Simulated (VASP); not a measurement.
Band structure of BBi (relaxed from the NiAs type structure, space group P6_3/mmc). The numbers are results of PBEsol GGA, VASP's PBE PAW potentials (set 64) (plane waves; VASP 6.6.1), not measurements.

Unless said otherwise, spin-orbit coupling is left out, though it shifts the bands of the heavy elements here.

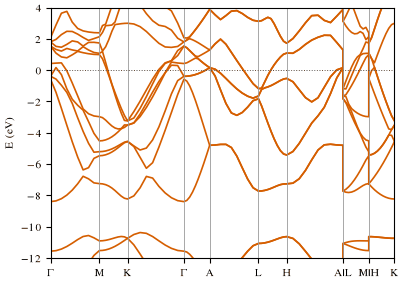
Figure: Bands along high-symmetry lines, zero at the valence-band maximum or, without a gap, the Fermi level

Question: Read the plot: is there a gap, and where are the band edges?

Answer: It has no gap at this level: it comes out as a metal or semimetal. (Edges off the drawn lines would not show.)

The structure was generated: BBi was put into the NiAs type type (P6_3/mmc), which need not be its known phase. It was relaxed first, which changed the volume by +19 %.
